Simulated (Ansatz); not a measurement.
**C2H6F: geometry relaxation (part 1 of 2)**

- system: C2H6F, multiplicity 2
- method: UKS PBE0/def2-SVP (Ansatz 0.2.0)

It belongs to a series of runs on one base structure; here: end point A relaxed.

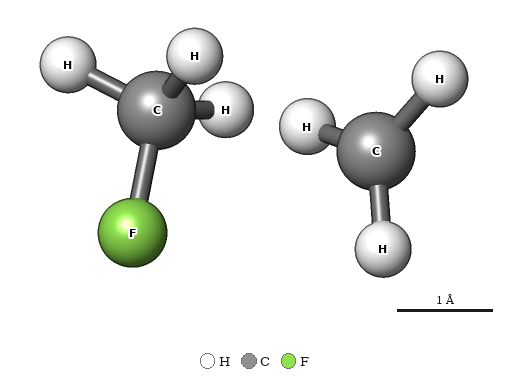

Figure 1. The starting structure (ball-and-stick view, seen at a tilt).

## The input
```yaml
crystal:
  periodic: [false, false, false]
  atoms:
    - { symbol: H, position_ang: [-0.30839, -0.365739, -0.046765] }
    - { symbol: C, position_ang: [-0.590775, -1.333233, -0.459426] }
    - { symbol: F, position_ang: [0.391548, -1.780512, -1.297025] }
    - { symbol: C, position_ang: [0.691968, 1.681925, 0.610698] }
    - { symbol: H, position_ang: [-1.538229, -1.229178, -1.01392] }
    - { symbol: H, position_ang: [-0.736707, -2.051555, 0.364367] }
    - { symbol: H, position_ang: [-0.016564, 2.252848, 0.009821] }
    - { symbol: H, position_ang: [0.473792, 1.476722, 1.659154] }
    - { symbol: H, position_ang: [1.633256, 1.348822, 0.173195] }
magnetization:
  spin_polarized: true
  initial_magnetization: 1
basis:
  gaussian: { orbitals: def2-SVP }
hamiltonian:
  xc: pbe0
relax:
  f_tol: 0.03
  max_steps: 50
output:
  orbitals: {}
```

Launched with:
```bash
ansatz run input.yaml --threads 2 --pin off --max-ram 3072MiB --backend cpu --events-out ev --progress --plain --runs-dir out
```

## Log
```
The last accepted step is kept in [file] (removed where the run ends without a failure and the disk answers)
Engine: ansatz 0.2.0, x86_64-unknown-linux-gnu
Functional definition: PBE0
  parameter a = 0.25
  parameter kappa = 0.804
  parameter beta = 0.06672455060314922
  exchange = (1 - a)*pbe_x(kappa = kappa, mu = beta*pi^2/3) + a*exact_x
  correlation = pbe_c(beta = beta)
796 factors; integrals over basis functions are off by at most 3.3e-4 eV
mean field evaluation 1: about -4874.2891 eV, gradient 2.5e1 eV
mean field evaluation 2: about -4874.9540 eV, gradient 2.2e1 eV
mean field evaluation 4: about -4877.2622 eV, gradient 7.4e-1 eV
mean field evaluation 8: about -4877.2833 eV, gradient 1.4e-2 eV
mean field -4877.28335196 eV, -179.2368572431 hartree, gradient 3.4e-5 eV, S^2 0.754458; 0 other end points of the search recorded, 0 dependent functions left out
the calculation of the forces begins
reference -4877.28337484 eV, -179.2368580841 hartree; 14, 13 occupied and 58, 59 virtual orbitals, 796 factors
relax step   1: F+E_penalty+E_count = -4877.28335196 eV  Δ(F+E_penalty+E_count) = +0.000e0 eV  max|allowed force component| = 4.983e-1 eV/Å  Δτ_max = 0.0000 Å  (25 SCF iters, accepted)
these checks for a lower state are left out or cut short: starts, cluster_reference, orbital_swaps, neighbouring_geometries, increment
796 factors; integrals over basis functions are off by at most 3.2e-4 eV
mean field evaluation 16: about -4877.1113 eV, gradient 4.0e0 eV
mean field -4877.26924934 eV, -179.2363389813 hartree, gradient 1.2e-5 eV, S^2 0.754266; 0 other end points of the search recorded, 0 dependent functions left out
[... from here on the field's lines of each further geometry are left out, up to the last ...]
relax step   2: F+E_penalty+E_count = -4877.26924934 eV  Δ(F+E_penalty+E_count) = +1.410e-2 eV  max|allowed force component| = 5.659e-1 eV/Å  Δτ_max = 0.1954 Å  (29 SCF iters, rejected (line search))
relax step   3: F+E_penalty+E_count = -4877.29147828 eV  Δ(F+E_penalty+E_count) = -8.126e-3 eV  max|allowed force component| = 2.200e-1 eV/Å  Δτ_max = 0.0949 Å  (30 SCF iters, accepted)
relax step   4: F+E_penalty+E_count = -4877.30178999 eV  Δ(F+E_penalty+E_count) = -1.031e-2 eV  max|allowed force component| = 1.137e-1 eV/Å  Δτ_max = 0.1000 Å  (29 SCF iters, accepted)
relax step   5: F+E_penalty+E_count = -4877.30501651 eV  Δ(F+E_penalty+E_count) = -3.227e-3 eV  max|allowed force component| = 8.012e-2 eV/Å  Δτ_max = 0.0435 Å  (29 SCF iters, accepted)
relax step   6: F+E_penalty+E_count = -4877.29141503 eV  Δ(F+E_penalty+E_count) = +1.360e-2 eV  max|allowed force component| = 5.429e-1 eV/Å  Δτ_max = 0.1948 Å  (30 SCF iters, rejected (line search))
relax step   7: F+E_penalty+E_count = -4877.30719758 eV  Δ(F+E_penalty+E_count) = -2.181e-3 eV  max|allowed force component| = 6.325e-2 eV/Å  Δτ_max = 0.0462 Å  (29 SCF iters, accepted)
relax step   8: F+E_penalty+E_count = -4877.31229465 eV  Δ(F+E_penalty+E_count) = -5.097e-3 eV  max|allowed force component| = 1.885e-1 eV/Å  Δτ_max = 0.0989 Å  (29 SCF iters, accepted)
relax step   9: F+E_penalty+E_count = -4877.30713455 eV  Δ(F+E_penalty+E_count) = +5.160e-3 eV  max|allowed force component| = 5.192e-1 eV/Å  Δτ_max = 0.1498 Å  (29 SCF iters, rejected (line search))
relax step  10: F+E_penalty+E_count = -4877.32073686 eV  Δ(F+E_penalty+E_count) = -8.442e-3 eV  max|allowed force component| = 1.284e-1 eV/Å  Δτ_max = 0.0721 Å  (28 SCF iters, accepted)
relax step  11: F+E_penalty+E_count = -4877.32725327 eV  Δ(F+E_penalty+E_count) = -6.516e-3 eV  max|allowed force component| = 2.084e-1 eV/Å  Δτ_max = 0.0747 Å  (30 SCF iters, accepted)
relax step  12: F+E_penalty+E_count = -4877.33634563 eV  Δ(F+E_penalty+E_count) = -9.092e-3 eV  max|allowed force component| = 2.625e-1 eV/Å  Δτ_max = 0.1100 Å  (28 SCF iters, accepted)
relax step  13: F+E_penalty+E_count = -4877.34384019 eV  Δ(F+E_penalty+E_count) = -7.495e-3 eV  max|allowed force component| = 1.847e-1 eV/Å  Δτ_max = 0.0704 Å  (31 SCF iters, accepted)
relax step  14: F+E_penalty+E_count = -4877.35520644 eV  Δ(F+E_penalty+E_count) = -1.137e-2 eV  max|allowed force component| = 4.675e-1 eV/Å  Δτ_max = 0.1951 Å  (29 SCF iters, accepted)
relax step  15: F+E_penalty+E_count = -4877.36964952 eV  Δ(F+E_penalty+E_count) = -1.444e-2 eV  max|allowed force component| = 8.633e-2 eV/Å  Δτ_max = 0.1318 Å  (30 SCF iters, accepted)
relax step  16: F+E_penalty+E_count = -4877.37042528 eV  Δ(F+E_penalty+E_count) = -7.758e-4 eV  max|allowed force component| = 7.842e-2 eV/Å  Δτ_max = 0.0260 Å  (25 SCF iters, accepted)
relax step  17: F+E_penalty+E_count = -4877.35375286 eV  Δ(F+E_penalty+E_count) = +1.667e-2 eV  max|allowed force component| = 5.775e-1 eV/Å  Δτ_max = 0.1953 Å  (28 SCF iters, rejected (line search))
relax step  18: F+E_penalty+E_count = -4877.37381649 eV  Δ(F+E_penalty+E_count) = -3.391e-3 eV  max|allowed force component| = 1.034e-2 eV/Å  Δτ_max = 0.0756 Å  (29 SCF iters, accepted)
relax step  19: F+E_penalty+E_count = -4877.37286597 eV  Δ(F+E_penalty+E_count) = +9.505e-4 eV  max|allowed force component| = 1.359e-1 eV/Å  Δτ_max = 0.0884 Å  (29 SCF iters, rejected (line search))
relax step  20: F+E_penalty+E_count = -4877.37402764 eV  Δ(F+E_penalty+E_count) = -2.111e-4 eV  max|allowed force component| = 9.649e-2 eV/Å  Δτ_max = 0.0431 Å  (30 SCF iters, accepted)
relax step  21: F+E_penalty+E_count = -4877.37392906 eV  Δ(F+E_penalty+E_count) = +9.858e-5 eV  max|allowed force component| = 1.155e-1 eV/Å  Δτ_max = 0.0476 Å  (31 SCF iters, rejected (line search))
relax step  22: F+E_penalty+E_count = -4877.37475692 eV  Δ(F+E_penalty+E_count) = -7.293e-4 eV  max|allowed force component| = 4.744e-2 eV/Å  Δτ_max = 0.0238 Å  (32 SCF iters, accepted)
the calculation of the forces begins
reference -4877.37517895 eV, -179.2402318227 hartree; 14, 13 occupied and 58, 59 virtual orbitals, 796 factors
relax step  23: F+E_penalty+E_count = -4877.37515490 eV  Δ(F+E_penalty+E_count) = -3.980e-4 eV  max|allowed force component| = 2.202e-2 eV/Å  Δτ_max = 0.0250 Å  (31 SCF iters, accepted)
```

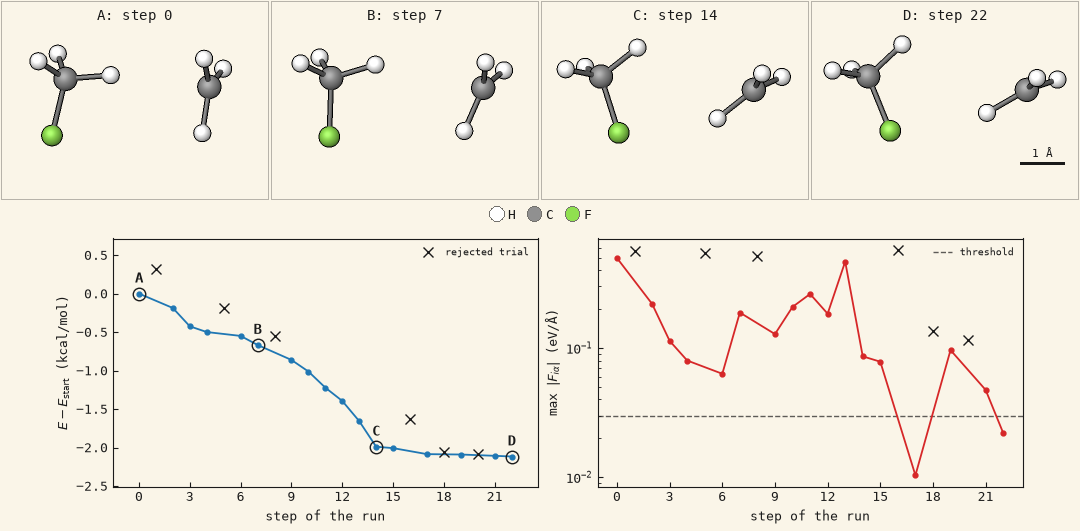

Figure 2. Frames of the relaxation (ball-and-stick view, seen at a tilt) above the curves, on which the letters mark them (the first geometry is step 0 here and step 1 in the log).

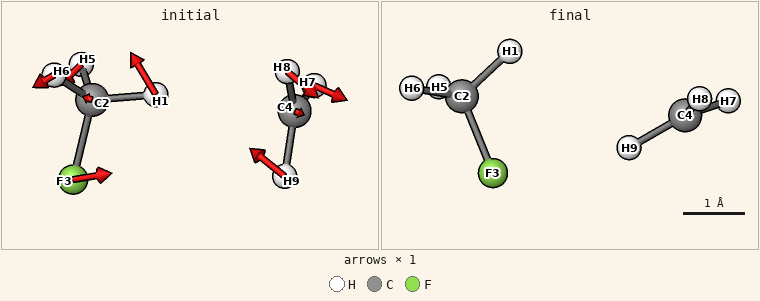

Figure 3. Before (left) and after (right) the relaxation, at one scale (ball-and-stick view, seen at a tilt). The red arrows give the displacements, at true length. The atom that moves furthest after the best rigid fit is H1 (0.84 Å). Largest moves by element: H 0.84 Å, F 0.73 Å, C 0.19 Å. Among the contacts that change: H1–C2 1.089 → 1.103 Å. After 22 geometry steps the energy has fallen by 2.12 kcal/mol. Largest force component: 0.5 eV/Å at the start, 0.022 eV/Å at the end. The line search rejected the trial steps at points 1, 5, 8, 16, 18, 20 (counted from 0) and went back. (Atoms are counted from 1 in the order of the input.)

```
796 factors; integrals over basis functions are off by at most 3.5e-4 eV
mean field -4877.37515490 eV, -179.2402309391 hartree, gradient 1.4e-5 eV, S^2 0.754378; 1 other end points of the search recorded, 0 dependent functions left out
the calculation of the forces begins
reference -4877.37517895 eV, -179.2402318227 hartree; 14, 13 occupied and 58, 59 virtual orbitals, 796 factors
Total energy: -4877.37517895 eV, -179.2402318227 hartree
Atom 0 at    -1.066147    -0.659219     0.151950 Å, force     0.005843    -0.018856    -0.013265 eV/Å
Atom 1 at    -0.689891    -1.484849    -0.474733 Å, force    -0.016865     0.002829     0.006919 eV/Å
Atom 2 at     0.576246    -1.193811    -0.905039 Å, force     0.003779     0.006079     0.000791 eV/Å
Atom 3 at     0.797239     1.838054     0.613803 Å, force    -0.001136     0.010857     0.012947 eV/Å
Atom 4 at    -1.356946    -1.616293    -1.342425 Å, force     0.007884     0.002393     0.009835 eV/Å
Atom 5 at    -0.677067    -2.414695     0.116975 Å, force    -0.000880     0.008646    -0.003723 eV/Å
Atom 6 at     0.400951     2.724330     0.115634 Å, force     0.006592    -0.011638     0.003226 eV/Å
Atom 7 at     1.060447     1.890745     1.671704 Å, force    -0.001397    -0.004303    -0.022017 eV/Å
Atom 8 at     0.955068     0.915838     0.052230 Å, force    -0.003820     0.003993     0.005287 eV/Å
Dipole moment:    -0.336554    -0.112715     0.095429 e Å
```

## Trajectory as extended XYZ (Å, eV, eV/Å), 23 frames, from step=1 to step=23
```
9
Properties=species:S:1:pos:R:3:forces:R:3 step=1 energy=-4877.28335
H    -0.3084   -0.3657   -0.0468    0.0975   0.4169   0.1935
C    -0.5908   -1.3332   -0.4594   -0.1157  -0.4983  -0.2313
F     0.3915   -1.7805   -1.2970   -0.0024  -0.0042  -0.0009
C     0.6920    1.6819    0.6107    0.0119   0.0741   0.0300
H    -1.5382   -1.2292   -1.0139   -0.0114  -0.0039  -0.0036
H    -0.7367   -2.0516    0.3644   -0.0076  -0.0072   0.0082
H    -0.0166    2.2528    0.0098    0.0096   0.0160   0.0002
H     0.4738    1.4767    1.6592    0.0138   0.0144   0.0100
H     1.6333    1.3488    0.1732    0.0044  -0.0078  -0.0062
9
Properties=species:S:1:pos:R:3:forces:R:3 step=2 energy=-4877.26925 accepted=F
H    -0.3438   -0.4192   -0.0584    0.0008   0.0837   0.0490
C    -0.6137   -1.3969   -0.4837    0.0224  -0.1111  -0.0804
F     0.3811   -1.8276   -1.3153   -0.0357   0.0091   0.0278
C     0.7677    1.8523    0.6694    0.1902  -0.5659  -0.3706
H    -1.5579   -1.2984   -1.0449    0.0013  -0.0044  -0.0012
H    -0.7584   -2.1199    0.3363   -0.0014  -0.0029  -0.0022
H     0.0042    2.3204    0.0357    0.1681   0.0390   0.1607
H     0.5036    1.5512    1.6896    0.0753   0.1618  -0.0975
H     1.6171    1.3382    0.1714   -0.4209   0.3907   0.3146
9
Properties=species:S:1:pos:R:3:forces:R:3 step=3 energy=-4877.29148
H    -0.3311   -0.3941   -0.0508    0.0258   0.1738   0.0882
C    -0.6020   -1.3693   -0.4738   -0.0243  -0.2166  -0.1164
F     0.3911   -1.8020   -1.3062   -0.0184   0.0035   0.0143
C     0.7254    1.7655    0.6407    0.1795  -0.1973  -0.1629
H    -1.5466   -1.2706   -1.0341   -0.0034  -0.0061  -0.0032
H    -0.7466   -2.0919    0.3466   -0.0038  -0.0066   0.0005
H     0.0003    2.3060    0.0296    0.0395   0.0361   0.0407
H     0.4982    1.5357    1.6829    0.0251   0.0578  -0.0020
H     1.6111    1.3209    0.1651   -0.2200   0.1554   0.1408
9
Properties=species:S:1:pos:R:3:forces:R:3 step=4 energy=-4877.30179
H    -0.4226   -0.4183   -0.0185    0.0171   0.0410   0.0141
C    -0.6248   -1.3985   -0.4786    0.0404  -0.1137  -0.0988
F     0.4181   -1.7568   -1.2891   -0.0929   0.0498   0.0842
C     0.7424    1.7773    0.6382    0.0455  -0.0709  -0.0463
H    -1.5551   -1.3353   -1.0683    0.0187  -0.0061   0.0011
H    -0.7573   -2.1503    0.3176    0.0054   0.0000  -0.0102
H     0.0358    2.3571    0.0424    0.0276   0.0159   0.0232
H     0.5421    1.5905    1.6945    0.0201   0.0338  -0.0151
H     1.6214    1.3344    0.1619   -0.0819   0.0501   0.0479
9
Properties=species:S:1:pos:R:3:forces:R:3 step=5 energy=-4877.30502
H    -0.4531   -0.4251   -0.0053   -0.0016   0.0428   0.0262
C    -0.6282   -1.4041   -0.4790   -0.0040  -0.0801  -0.0492
F     0.4339   -1.7294   -1.2740   -0.0142   0.0162   0.0202
C     0.7446    1.7777    0.6359   -0.0446  -0.0104   0.0107
H    -1.5495   -1.3536   -1.0835    0.0083  -0.0025   0.0008
H    -0.7581   -2.1678    0.3062    0.0018   0.0015  -0.0042
H     0.0500    2.3833    0.0525    0.0203   0.0171   0.0067
H     0.5646    1.6167    1.6996    0.0205   0.0219  -0.0009
H     1.5955    1.3024    0.1478    0.0136  -0.0065  -0.0102
9
Properties=species:S:1:pos:R:3:forces:R:3 step=6 energy=-4877.29141 accepted=F
H    -0.6147   -0.4645    0.0591   -0.0511  -0.4811  -0.2661
C    -0.6501   -1.4423   -0.4852    0.1544   0.3056   0.0265
F     0.5119   -1.6024   -1.2077   -0.4169   0.0447   0.2614
C     0.7466    1.7811    0.6297    0.0908   0.0731   0.1111
H    -1.5280   -1.4577   -1.1624    0.2147   0.0490   0.0728
H    -0.7634   -2.2646    0.2465    0.1014   0.0952  -0.0855
H     0.1281    2.5284    0.1036    0.2923  -0.3469   0.0574
H     0.6845    1.7658    1.7350    0.1441  -0.1248  -0.5429
H     1.4850    1.1563    0.0814   -0.5296   0.3852   0.3652
9
Properties=species:S:1:pos:R:3:forces:R:3 step=7 energy=-4877.30720
H    -0.4744   -0.4267    0.0056   -0.0146   0.0314   0.0262
C    -0.6285   -1.4046   -0.4782   -0.0140  -0.0549  -0.0275
F     0.4486   -1.7047   -1.2617    0.0092   0.0061   0.0023
C     0.7439    1.7747    0.6334   -0.0632   0.0095   0.0269
H    -1.5427   -1.3638   -1.0938    0.0056  -0.0008  -0.0027
H    -0.7561   -2.1769    0.2987    0.0038  -0.0001  -0.0020
H     0.0598    2.4008    0.0594    0.0202   0.0161  -0.0046
H     0.5807    1.6339    1.7025    0.0255   0.0134   0.0042
H     1.5686    1.2674    0.1342    0.0276  -0.0207  -0.0226
9
Properties=species:S:1:pos:R:3:forces:R:3 step=8 energy=-4877.31229
H    -0.5548   -0.4472    0.0389   -0.0495  -0.0958  -0.0355
C    -0.6383   -1.4206   -0.4794    0.0445   0.0519  -0.0045
F     0.4880   -1.6358   -1.2257   -0.0861   0.0103   0.0615
C     0.7377    1.7630    0.6253   -0.1221   0.1885   0.1249
H    -1.5293   -1.4127   -1.1308    0.0470   0.0178  -0.0039
H    -0.7571   -2.2227    0.2691    0.0388   0.0135  -0.0143
H     0.1044    2.4756    0.0869    0.1222  -0.1273  -0.0174
H     0.6395    1.7055    1.7142    0.0838  -0.0671  -0.1345
H     1.5097    1.1949    0.1016   -0.0787   0.0084   0.0237
```
